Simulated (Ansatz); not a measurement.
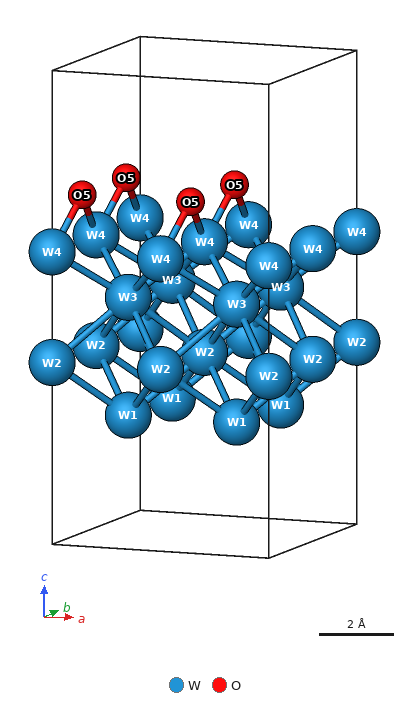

Fig. 1: The starting structure (ball-and-stick view of the 2 × 2 repeat of the cell, with the vacuum cut short, seen slightly off an axis; atoms are numbered from 1 in the order of the input). Near neighbours in the crystal (not all of them lie inside the picture): W has 4 W at 2.76 Å; W has 8 W at 2.65 to 2.80 Å; W has 2 O at 1.90 to 2.48 Å and 4 W at 2.65 Å; O has 2 W at 1.90 to 2.48 Å.

# Run report: W₄O, geometry relaxation (part 1 of 2)

The run: geometry relaxation of W₄O (slab, 5 atoms in the cell). Method and program: DFT, PBE, plane waves, PAW, PAW set soft_1, Ueff = 8 eV on W d (Ansatz 0.2.0).

The structure derives from an entry of the Crystallography Open Database. The run did not end well. The input holds or restrains some coordinates. Figures and captions count atoms from 1; the log counts them from 0 in places.

### Input
```yaml
crystal:
  lattice:
    - [3.1836991688, 0.0, 0.0]
    - [0.0, 3.1836991688, 0.0]
    - [0.0, 0.0, 20.1425775749]
  atoms:
    - { symbol: W, position: [0.5, 0.5, 0.1985843165] }
    - { symbol: W, position: [0.0, 0.0, 0.2776134069] }
    - { symbol: W, position: [0.5, 0.5, 0.35994518] }
    - { symbol: W, position: [0.0, 0.0, 0.4290700901] }
    - { symbol: O, position: [0.125, 0.375, 0.4995675225] }
basis:
  ecutwfc: 420
kpoints:
  mp_grid: { grid: [8, 8, 1] }
hamiltonian:
  xc: pbe
  pseudopotentials: { kind: paw, azcp: { folder: soft_1 } }
  hubbard: { sites: [{ species: W, l: d, u_eff: 8.0 }], double_counting: amf }
scf:
  occupations: { method: gaussian, width: 0.1 }
output:
  forces: true
  eigenvalues: true
relax:
  adjacent_minimum: "off"
  f_tol: 0.025
  max_steps: 16
  constraints: [{ sites: [0, 1, 2, 3] }, { sites: [4], fix: xy }]
efield:
  axis: 3
  dipole_correction: true
  ramp_width: 0.04
```

Machine: 1 thread of Arm Neoverse V2, 24 GiB of memory available, shared host.

Command:
```bash
ansatz run input.yaml --threads 1 --pin off --max-ram 3072MiB --backend cpu --events-out ev --progress --plain --runs-dir out
```

### What the program printed
```
W: projections on atomic orbitals take those of the free atom [Kr 4d10 4f14] 5s2 5p6 5d4 6s2, of charge +0.00 (hamiltonian.pseudopotentials.projection_atoms); the dataset's partial waves leave at most 6.5e-5 of an orbital's norm unspanned inside its sphere
O: projections on atomic orbitals take those of the free atom [He] 2s2 2p4, of charge +0.00 (hamiltonian.pseudopotentials.projection_atoms); the dataset's partial waves leave at most 1.9e-8 of an orbital's norm unspanned inside its sphere
Engine: ansatz 0.2.0, aarch64-unknown-linux-gnu
Pseudopotentials: kind: paw
Pseudopotential: W, paw, valence charge 14, recommended cutoff 420 eV (normal), [file]
Pseudopotential: O, paw, valence charge 6, recommended cutoff 420 eV (normal), [file]
Functional definition: PBE
  parameter kappa = 0.804
  parameter beta = 0.06672455060314922
  exchange = pbe_x(kappa = kappa, mu = beta*pi^2/3)
  correlation = pbe_c(beta = beta)
Crystal: 5 atoms, lattice volume = 204.164 Å³
Basis set: ecut = 420 eV, 4027 PW (Γ), exchange–correlation on 48×48×270 points (8 copies of the dense FFT grid, shifted against one another)
Bands: 38, of which v1, the nominal top of the filled ones, is band 31 counted from 1 (30 counted from 0)
Symmetry: 1 space group operations
Space group: P1 (ITA 1), of the structure as read, at distance tolerance 5.9e-5 Å
k-points: 34 of 64 (time reversal used)
Non-local potential: W, projectors of the file, l = 0: 3, l = 1: 2, l = 2: 2, l = 3: 1
Non-local potential: O, projectors of the file, l = 0: 2, l = 1: 2, l = 2: 1
PAW form: soft (Blöchl's): semilocal exchange-correlation on the pseudo side does not see the compensation charge
PAW one-centre angular grid: W, 590 points (default); XC on 64 Gauss nodes
PAW one-centre angular grid: O, 110 points (default); XC on 64 Gauss nodes
Initial density: superposition of atomic densities (neutral atoms: chi_scale 0, normalization atom)
Initial wavefunctions: pseudopotential atomic-orbital guess
Functional: x = pbe(κ = 0.804, μ = 0.2195149727645171), c = pbe(β = 0.06672455060314922)
SCF iter   1: F=—  HF=-42110.216772 eV  |F-HF|=—  |Δ(HF+E_count)|=         —  Δρ=7.23e-2  dr2=4.31e1  ethr=3.10e-3  p=0.000 e·Å  D=1.42e-6 V/Å  ΔV_dip=-0.00 eV  dr2_dipole=1.53e1  V_vac-E_F(+/−)=7.03/7.03 eV  ⟨swp⟩=8.2  Hψ=6012  notcnv=0
efield: sawtooth ramp at fractional position 0.8291 (placed from the atoms, in the widest stretch of the axis that holds none; the zero of the levels goes with the place), width 0.0400; the density the first Hamiltonian is built on has a dipole p = 0.000 e·Å; the dipole correction subtracts the counter field D = 1.42e-6 V/Å, which shifts the + side's vacuum level by -0.00 eV against the − side's; the planar-averaged density in the ramp window peaks in size at 1.0e-6 e/Å³
preconditioner: auto → LDOS  [metal: Δε(μ)=0.020 eV  Ē_g=6.452 eV  σ=0.100 eV  W_gap=0.11  n_scr=42 (ndim 8)  ℏωp=14.2 eV  f_vac=0.546  D(μ)=2.34/eV (n_scr^D=8)  β→1.0]
SCF iter   2: F=—  HF=-42118.374782 eV  |F-HF|=—  |Δ(HF+E_count)|=    8.16e0  Δρ=1.87e-1  dr2=2.87e2  ethr=3.10e-3  p=-0.446 e·Å  D=-3.95e-1 V/Å  ΔV_dip=7.96 eV  dr2_dipole=1.34e2  V_vac-E_F(+/−)=8.81/0.85 eV  ⟨swp⟩=6.5  Hψ=4051  notcnv=0  defer=56  recentre
SCF iter   3: F=—  HF=-42108.736667 eV  |F-HF|=—  |Δ(HF+E_count)|=    9.64e0  Δρ=4.53e-2  dr2=1.84e1  ethr=3.10e-3  p=-0.061 e·Å  D=-5.39e-2 V/Å  ΔV_dip=1.08 eV  dr2_dipole=7.42e0  V_vac-E_F(+/−)=7.10/6.02 eV  ⟨swp⟩=4.6  Hψ=3435  notcnv=0  defer=45
SCF iter   4: F=—  HF=-42108.494427 eV  |F-HF|=—  |Δ(HF+E_count)|=   2.42e-1  Δρ=1.83e-2  dr2=1.32e0  ethr=3.10e-3  p=-0.212 e·Å  D=-1.88e-1 V/Å  ΔV_dip=3.79 eV  dr2_dipole=2.67e-1  V_vac-E_F(+/−)=7.92/4.13 eV  ⟨swp⟩=3.5  Hψ=2300  notcnv=0  defer=58
SCF iter   5: F=—  HF=-42109.291844 eV  |F-HF|=—  |Δ(HF+E_count)|=   7.97e-1  Δρ=2.07e-2  dr2=3.55e0  ethr=2.12e-3  p=-0.312 e·Å  D=-2.77e-1 V/Å  ΔV_dip=5.58 eV  dr2_dipole=1.87e0  V_vac-E_F(+/−)=8.44/2.87 eV  ⟨swp⟩=3.9  Hψ=2639  notcnv=0  defer=60  recentre
SCF iter   6: F=—  HF=-42109.297015 eV  |F-HF|=—  |Δ(HF+E_count)|=   5.17e-3  Δρ=1.70e-2  dr2=8.92e-1  ethr=2.12e-3  p=-0.217 e·Å  D=-1.92e-1 V/Å  ΔV_dip=3.87 eV  dr2_dipole=4.13e-2  V_vac-E_F(+/−)=7.90/4.03 eV  ⟨swp⟩=2.9  Hψ=2183  notcnv=0  defer=60
SCF iter   7: F=—  HF=-42109.472071 eV  |F-HF|=—  |Δ(HF+E_count)|=   1.75e-1  Δρ=9.35e-3  dr2=2.12e-1  ethr=1.44e-3  p=-0.156 e·Å  D=-1.38e-1 V/Å  ΔV_dip=2.79 eV  dr2_dipole=1.02e-2  V_vac-E_F(+/−)=7.44/4.65 eV  ⟨swp⟩=4.2  Hψ=2881  notcnv=0  defer=69
SCF iter   8: F=—  HF=-42109.486693 eV  |F-HF|=—  |Δ(HF+E_count)|=   1.46e-2  Δρ=3.94e-3  dr2=3.19e-2  ethr=3.42e-4  p=-0.184 e·Å  D=-1.63e-1 V/Å  ΔV_dip=3.29 eV  dr2_dipole=3.45e-3  V_vac-E_F(+/−)=7.61/4.32 eV  ⟨swp⟩=2.9  Hψ=1943  notcnv=0  defer=67
SCF iter   9: F=—  HF=-42109.495493 eV  |F-HF|=—  |Δ(HF+E_count)|=   8.80e-3  Δρ=2.48e-3  dr2=1.70e-2  ethr=5.15e-5  p=-0.196 e·Å  D=-1.74e-1 V/Å  ΔV_dip=3.50 eV  dr2_dipole=2.32e-3  V_vac-E_F(+/−)=7.65/4.15 eV  ⟨swp⟩=3.4  Hψ=2599  notcnv=0  defer=68
SCF iter  10: F=—  HF=-42109.497440 eV  |F-HF|=—  |Δ(HF+E_count)|=   1.95e-3  Δρ=1.82e-3  dr2=7.16e-3  ethr=2.75e-5  p=-0.192 e·Å  D=-1.70e-1 V/Å  ΔV_dip=3.43 eV  dr2_dipole=1.21e-3  V_vac-E_F(+/−)=7.63/4.20 eV  ⟨swp⟩=2.2  Hψ=1911  notcnv=0  defer=68
SCF iter  11: F=—  HF=-42109.504631 eV  |F-HF|=—  |Δ(HF+E_count)|=   7.19e-3  Δρ=9.37e-4  dr2=9.62e-4  ethr=1.15e-5  p=-0.195 e·Å  D=-1.73e-1 V/Å  ΔV_dip=3.49 eV  dr2_dipole=6.02e-5  V_vac-E_F(+/−)=7.64/4.16 eV  ⟨swp⟩=2.4  Hψ=1885  notcnv=0  defer=65
SCF iter  12: F=—  HF=-42109.510191 eV  |F-HF|=—  |Δ(HF+E_count)|=   5.56e-3  Δρ=9.03e-4  dr2=8.05e-4  ethr=1.55e-6  p=-0.196 e·Å  D=-1.73e-1 V/Å  ΔV_dip=3.49 eV  dr2_dipole=1.38e-5  V_vac-E_F(+/−)=7.66/4.17 eV  ⟨swp⟩=3.3  Hψ=2646  notcnv=0  defer=66
SCF iter  13: F=—  HF=-42109.513941 eV  |F-HF|=—  |Δ(HF+E_count)|=   3.75e-3  Δρ=8.90e-4  dr2=6.22e-4  ethr=1.30e-6  p=-0.195 e·Å  D=-1.73e-1 V/Å  ΔV_dip=3.48 eV  dr2_dipole=4.17e-6  V_vac-E_F(+/−)=7.66/4.18 eV  ⟨swp⟩=2.7  Hψ=2000  notcnv=0  defer=64
SCF iter  14: F=—  HF=-42109.518183 eV  |F-HF|=—  |Δ(HF+E_count)|=   4.24e-3  Δρ=9.21e-4  dr2=7.26e-4  ethr=1.00e-6  p=-0.194 e·Å  D=-1.72e-1 V/Å  ΔV_dip=3.47 eV  dr2_dipole=1.93e-5  V_vac-E_F(+/−)=7.65/4.18 eV  ⟨swp⟩=2.7  Hψ=1952  notcnv=0  defer=64
SCF iter  15: F=—  HF=-42109.518489 eV  |F-HF|=—  |Δ(HF+E_count)|=   3.05e-4  Δρ=9.15e-4  dr2=6.97e-4  ethr=1.00e-6  p=-0.194 e·Å  D=-1.72e-1 V/Å  ΔV_dip=3.47 eV  dr2_dipole=2.17e-5  V_vac-E_F(+/−)=7.65/4.18 eV  ⟨swp⟩=1.6  Hψ=1366  notcnv=0  defer=64
SCF iter  16: F=—  HF=-42109.520092 eV  |F-HF|=—  |Δ(HF+E_count)|=   1.60e-3  Δρ=9.37e-4  dr2=7.86e-4  ethr=1.00e-6  p=-0.195 e·Å  D=-1.73e-1 V/Å  ΔV_dip=3.48 eV  dr2_dipole=1.67e-5  V_vac-E_F(+/−)=7.66/4.18 eV  ⟨swp⟩=2.6  Hψ=1786  notcnv=0  defer=64
SCF iter  17: F=—  HF=-42109.519899 eV  |F-HF|=—  |Δ(HF+E_count)|=   1.92e-4  Δρ=9.27e-4  dr2=7.95e-4  ethr=1.00e-6  p=-0.195 e·Å  D=-1.72e-1 V/Å  ΔV_dip=3.47 eV  dr2_dipole=2.17e-5  V_vac-E_F(+/−)=7.66/4.18 eV  ⟨swp⟩=2.0  Hψ=1577  notcnv=0  defer=64
SCF iter  18: F=—  HF=-42109.520519 eV  |F-HF|=—  |Δ(HF+E_count)|=   6.19e-4  Δρ=8.92e-4  dr2=7.52e-4  ethr=1.00e-6  p=-0.195 e·Å  D=-1.73e-1 V/Å  ΔV_dip=3.48 eV  dr2_dipole=2.80e-5  V_vac-E_F(+/−)=7.66/4.19 eV  ⟨swp⟩=2.1  Hψ=1717  notcnv=0  defer=64
SCF iter  19: F=—  HF=-42109.521194 eV  |F-HF|=—  |Δ(HF+E_count)|=   6.75e-4  Δρ=9.24e-4  dr2=1.18e-3  ethr=1.00e-6  p=-0.193 e·Å  D=-1.71e-1 V/Å  ΔV_dip=3.45 eV  dr2_dipole=9.72e-5  V_vac-E_F(+/−)=7.65/4.20 eV  ⟨swp⟩=2.9  Hψ=2017  notcnv=0  defer=64
SCF iter  20: F=—  HF=-42109.520994 eV  |F-HF|=—  |Δ(HF+E_count)|=   2.00e-4  Δρ=9.22e-4  dr2=7.35e-4  ethr=1.00e-6  p=-0.194 e·Å  D=-1.72e-1 V/Å  ΔV_dip=3.46 eV  dr2_dipole=1.04e-5  V_vac-E_F(+/−)=7.65/4.19 eV  ⟨swp⟩=1.9  Hψ=1550  notcnv=0  defer=64
SCF iter  21: F=—  HF=-42109.521502 eV  |F-HF|=—  |Δ(HF+E_count)|=   5.08e-4  Δρ=8.92e-4  dr2=6.33e-4  ethr=1.00e-6  p=-0.194 e·Å  D=-1.72e-1 V/Å  ΔV_dip=3.47 eV  dr2_dipole=3.55e-6  V_vac-E_F(+/−)=7.66/4.19 eV  ⟨swp⟩=2.0  Hψ=1731  notcnv=0  defer=64
SCF iter  22: F=—  HF=-42109.522525 eV  |F-HF|=—  |Δ(HF+E_count)|=   1.02e-3  Δρ=9.08e-4  dr2=8.62e-4  ethr=1.00e-6  p=-0.193 e·Å  D=-1.71e-1 V/Å  ΔV_dip=3.45 eV  dr2_dipole=6.48e-5  V_vac-E_F(+/−)=7.65/4.20 eV  ⟨swp⟩=2.7  Hψ=2013  notcnv=0  defer=64
SCF iter  23: F=—  HF=-42109.525140 eV  |F-HF|=—  |Δ(HF+E_count)|=   2.61e-3  Δρ=9.14e-4  dr2=7.61e-4  ethr=1.00e-6  p=-0.194 e·Å  D=-1.72e-1 V/Å  ΔV_dip=3.46 eV  dr2_dipole=2.44e-5  V_vac-E_F(+/−)=7.66/4.20 eV  ⟨swp⟩=2.7  Hψ=1899  notcnv=0  defer=64
SCF iter  24: F=—  HF=-42109.527581 eV  |F-HF|=—  |Δ(HF+E_count)|=   2.44e-3  Δρ=9.12e-4  dr2=7.06e-4  ethr=1.00e-6  p=-0.194 e·Å  D=-1.72e-1 V/Å  ΔV_dip=3.46 eV  dr2_dipole=4.00e-6  V_vac-E_F(+/−)=7.66/4.20 eV  ⟨swp⟩=2.8  Hψ=1873  notcnv=0  defer=64
SCF iter  25: F=—  HF=-42109.522783 eV  |F-HF|=—  |Δ(HF+E_count)|=   4.80e-3  Δρ=9.05e-4  dr2=7.88e-4  ethr=1.00e-6  p=-0.194 e·Å  D=-1.72e-1 V/Å  ΔV_dip=3.46 eV  dr2_dipole=3.37e-5  V_vac-E_F(+/−)=7.66/4.20 eV  ⟨swp⟩=3.2  Hψ=2234  notcnv=0  defer=64
SCF iter  26: F=—  HF=-42109.526554 eV  |F-HF|=—  |Δ(HF+E_count)|=   3.77e-3  Δρ=9.36e-4  dr2=7.88e-4  ethr=1.00e-6  p=-0.193 e·Å  D=-1.71e-1 V/Å  ΔV_dip=3.45 eV  dr2_dipole=2.56e-5  V_vac-E_F(+/−)=7.66/4.21 eV  ⟨swp⟩=2.8  Hψ=1986  notcnv=0  defer=64
SCF iter  27: F=—  HF=-42109.530033 eV  |F-HF|=—  |Δ(HF+E_count)|=   3.48e-3  Δρ=9.55e-4  dr2=7.56e-4  ethr=1.00e-6  p=-0.194 e·Å  D=-1.72e-1 V/Å  ΔV_dip=3.46 eV  dr2_dipole=6.21e-6  V_vac-E_F(+/−)=7.66/4.21 eV  ⟨swp⟩=2.6  Hψ=1845  notcnv=0  defer=64
SCF iter  28: F=—  HF=-42109.526212 eV  |F-HF|=—  |Δ(HF+E_count)|=   3.82e-3  Δρ=9.23e-4  dr2=7.85e-4  ethr=1.00e-6  p=-0.193 e·Å  D=-1.71e-1 V/Å  ΔV_dip=3.45 eV  dr2_dipole=2.14e-5  V_vac-E_F(+/−)=7.66/4.21 eV  ⟨swp⟩=2.6  Hψ=1875  notcnv=0  defer=64
SCF iter  29: F=—  HF=-42109.523052 eV  |F-HF|=—  |Δ(HF+E_count)|=   3.16e-3  Δρ=8.74e-4  dr2=6.13e-4  ethr=1.00e-6  p=-0.193 e·Å  D=-1.71e-1 V/Å  ΔV_dip=3.45 eV  dr2_dipole=1.28e-6  V_vac-E_F(+/−)=7.66/4.21 eV  ⟨swp⟩=2.8  Hψ=2066  notcnv=0  defer=64
SCF iter  30: F=—  HF=-42109.517214 eV  |F-HF|=—  |Δ(HF+E_count)|=   5.84e-3  Δρ=8.46e-4  dr2=6.45e-4  ethr=9.89e-7  p=-0.193 e·Å  D=-1.71e-1 V/Å  ΔV_dip=3.44 eV  dr2_dipole=2.47e-5  V_vac-E_F(+/−)=7.65/4.21 eV  ⟨swp⟩=2.9  Hψ=2543  notcnv=0  defer=63
SCF iter  31: F=—  HF=-42109.515329 eV  |F-HF|=—  |Δ(HF+E_count)|=   1.89e-3  Δρ=8.25e-4  dr2=5.97e-4  ethr=9.89e-7  p=-0.193 e·Å  D=-1.71e-1 V/Å  ΔV_dip=3.44 eV  dr2_dipole=1.69e-5  V_vac-E_F(+/−)=7.65/4.21 eV  ⟨swp⟩=2.4  Hψ=1799  notcnv=0  defer=63
SCF iter  32: F=—  HF=-42109.511067 eV  |F-HF|=—  |Δ(HF+E_count)|=   4.26e-3  Δρ=8.01e-4  dr2=6.52e-4  ethr=9.64e-7  p=-0.193 e·Å  D=-1.71e-1 V/Å  ΔV_dip=3.44 eV  dr2_dipole=5.85e-5  V_vac-E_F(+/−)=7.65/4.21 eV  ⟨swp⟩=3.1  Hψ=2483  notcnv=0  defer=63
SCF iter  33: F=—  HF=-42109.507715 eV  |F-HF|=—  |Δ(HF+E_count)|=   3.35e-3  Δρ=7.91e-4  dr2=6.35e-4  ethr=9.64e-7  p=-0.193 e·Å  D=-1.71e-1 V/Å  ΔV_dip=3.44 eV  dr2_dipole=4.91e-5  V_vac-E_F(+/−)=7.65/4.21 eV  ⟨swp⟩=3.0  Hψ=2302  notcnv=0  defer=63
SCF iter  34: F=—  HF=-42109.506450 eV  |F-HF|=—  |Δ(HF+E_count)|=   1.27e-3  Δρ=7.81e-4  dr2=6.26e-4  ethr=9.64e-7  p=-0.193 e·Å  D=-1.71e-1 V/Å  ΔV_dip=3.44 eV  dr2_dipole=4.87e-5  V_vac-E_F(+/−)=7.65/4.21 eV  ⟨swp⟩=2.1  Hψ=1755  notcnv=0  defer=63
SCF iter  35: F=—  HF=-42109.509115 eV  |F-HF|=—  |Δ(HF+E_count)|=   2.67e-3  Δρ=8.00e-4  dr2=6.32e-4  ethr=9.64e-7  p=-0.193 e·Å  D=-1.71e-1 V/Å  ΔV_dip=3.44 eV  dr2_dipole=4.37e-5  V_vac-E_F(+/−)=7.65/4.21 eV  ⟨swp⟩=2.6  Hψ=1881  notcnv=0  defer=63
SCF iter  36: F=—  HF=-42109.506974 eV  |F-HF|=—  |Δ(HF+E_count)|=   2.14e-3  Δρ=7.63e-4  dr2=5.32e-4  ethr=9.64e-7  p=-0.193 e·Å  D=-1.71e-1 V/Å  ΔV_dip=3.44 eV  dr2_dipole=2.21e-5  V_vac-E_F(+/−)=7.65/4.21 eV  ⟨swp⟩=2.7  Hψ=1827  notcnv=0  defer=63
SCF iter  37: F=—  HF=-42109.509022 eV  |F-HF|=—  |Δ(HF+E_count)|=   2.05e-3  Δρ=7.91e-4  dr2=5.82e-4  ethr=8.59e-7  p=-0.193 e·Å  D=-1.71e-1 V/Å  ΔV_dip=3.44 eV  dr2_dipole=2.42e-5  V_vac-E_F(+/−)=7.65/4.21 eV  ⟨swp⟩=2.7  Hψ=1855  notcnv=0  defer=63
SCF iter  38: F=—  HF=-42109.506259 eV  |F-HF|=—  |Δ(HF+E_count)|=   2.76e-3  Δρ=7.97e-4  dr2=7.03e-4  ethr=8.59e-7  p=-0.193 e·Å  D=-1.71e-1 V/Å  ΔV_dip=3.44 eV  dr2_dipole=4.14e-5  V_vac-E_F(+/−)=7.65/4.21 eV  ⟨swp⟩=2.9  Hψ=1941  notcnv=0  defer=63
SCF iter  39: F=—  HF=-42109.504043 eV  |F-HF|=—  |Δ(HF+E_count)|=   2.22e-3  Δρ=7.43e-4  dr2=5.00e-4  ethr=8.59e-7  p=-0.193 e·Å  D=-1.71e-1 V/Å  ΔV_dip=3.44 eV  dr2_dipole=1.06e-5  V_vac-E_F(+/−)=7.65/4.21 eV  ⟨swp⟩=2.6  Hψ=1823  notcnv=0  defer=63
SCF iter  40: F=—  HF=-42109.499449 eV  |F-HF|=—  |Δ(HF+E_count)|=   4.59e-3  Δρ=7.30e-4  dr2=5.77e-4  ethr=8.06e-7  p=-0.193 e·Å  D=-1.71e-1 V/Å  ΔV_dip=3.44 eV  dr2_dipole=5.44e-5  V_vac-E_F(+/−)=7.65/4.21 eV  ⟨swp⟩=3.0  Hψ=2604  notcnv=0  defer=63
SCF iter  41: F=—  HF=-42109.499395 eV  |F-HF|=—  |Δ(HF+E_count)|=   5.49e-5  Δρ=7.33e-4  dr2=5.61e-4  ethr=8.06e-7  p=-0.193 e·Å  D=-1.71e-1 V/Å  ΔV_dip=3.45 eV  dr2_dipole=4.78e-5  V_vac-E_F(+/−)=7.65/4.20 eV  ⟨swp⟩=1.3  Hψ=1338  notcnv=0  defer=63
SCF iter  42: F=—  HF=-42109.497595 eV  |F-HF|=—  |Δ(HF+E_count)|=   1.80e-3  Δρ=7.07e-4  dr2=5.06e-4  ethr=8.06e-7  p=-0.193 e·Å  D=-1.71e-1 V/Å  ΔV_dip=3.45 eV  dr2_dipole=2.77e-5  V_vac-E_F(+/−)=7.65/4.20 eV  ⟨swp⟩=2.7  Hψ=1901  notcnv=0  defer=63
SCF iter  43: F=—  HF=-42109.496578 eV  |F-HF|=—  |Δ(HF+E_count)|=   1.02e-3  Δρ=6.72e-4  dr2=4.04e-4  ethr=8.06e-7  p=-0.194 e·Å  D=-1.72e-1 V/Å  ΔV_dip=3.46 eV  dr2_dipole=1.82e-5  V_vac-E_F(+/−)=7.65/4.19 eV  ⟨swp⟩=2.5  Hψ=1833  notcnv=0  defer=63
SCF iter  44: F=—  HF=-42109.496196 eV  |F-HF|=—  |Δ(HF+E_count)|=   3.82e-4  Δρ=6.41e-4  dr2=3.52e-4  ethr=6.51e-7  p=-0.194 e·Å  D=-1.72e-1 V/Å  ΔV_dip=3.46 eV  dr2_dipole=7.07e-6  V_vac-E_F(+/−)=7.65/4.19 eV  ⟨swp⟩=3.0  Hψ=2300  notcnv=0  defer=63
SCF iter  45: F=—  HF=-42109.496344 eV  |F-HF|=—  |Δ(HF+E_count)|=   1.48e-4  Δρ=6.04e-4  dr2=2.89e-4  ethr=5.67e-7  p=-0.194 e·Å  D=-1.72e-1 V/Å  ΔV_dip=3.47 eV  dr2_dipole=3.11e-6  V_vac-E_F(+/−)=7.65/4.19 eV  ⟨swp⟩=2.9  Hψ=1982  notcnv=0  defer=63
SCF iter  46: F=—  HF=-42109.496632 eV  |F-HF|=—  |Δ(HF+E_count)|=   2.88e-4  Δρ=5.81e-4  dr2=2.51e-4  ethr=4.65e-7  p=-0.194 e·Å  D=-1.72e-1 V/Å  ΔV_dip=3.47 eV  dr2_dipole=1.99e-6  V_vac-E_F(+/−)=7.65/4.19 eV  ⟨swp⟩=2.8  Hψ=2373  notcnv=0  defer=63
SCF iter  47: F=—  HF=-42109.497594 eV  |F-HF|=—  |Δ(HF+E_count)|=   9.62e-4  Δρ=5.84e-4  dr2=2.56e-4  ethr=4.05e-7  p=-0.194 e·Å  D=-1.72e-1 V/Å  ΔV_dip=3.47 eV  dr2_dipole=3.25e-6  V_vac-E_F(+/−)=7.65/4.19 eV  ⟨swp⟩=2.9  Hψ=2175  notcnv=0  defer=63
SCF iter  48: F=—  HF=-42109.499699 eV  |F-HF|=—  |Δ(HF+E_count)|=   2.11e-3  Δρ=6.13e-4  dr2=3.08e-4  ethr=4.05e-7  p=-0.194 e·Å  D=-1.72e-1 V/Å  ΔV_dip=3.47 eV  dr2_dipole=7.59e-6  V_vac-E_F(+/−)=7.65/4.19 eV  ⟨swp⟩=3.1  Hψ=2631  notcnv=0  defer=63
SCF iter  49: F=—  HF=-42109.502067 eV  |F-HF|=—  |Δ(HF+E_count)|=   2.37e-3  Δρ=6.41e-4  dr2=4.73e-4  ethr=4.05e-7  p=-0.194 e·Å  D=-1.72e-1 V/Å  ΔV_dip=3.46 eV  dr2_dipole=4.99e-5  V_vac-E_F(+/−)=7.65/4.19 eV  ⟨swp⟩=3.1  Hψ=2648  notcnv=0  defer=63
SCF iter  50: F=—  HF=-42109.502435 eV  |F-HF|=—  |Δ(HF+E_count)|=   3.68e-4  Δρ=6.62e-4  dr2=3.99e-4  ethr=4.05e-7  p=-0.194 e·Å  D=-1.72e-1 V/Å  ΔV_dip=3.47 eV  dr2_dipole=2.55e-5  V_vac-E_F(+/−)=7.65/4.18 eV  ⟨swp⟩=3.3  Hψ=2622  notcnv=0  defer=63
```
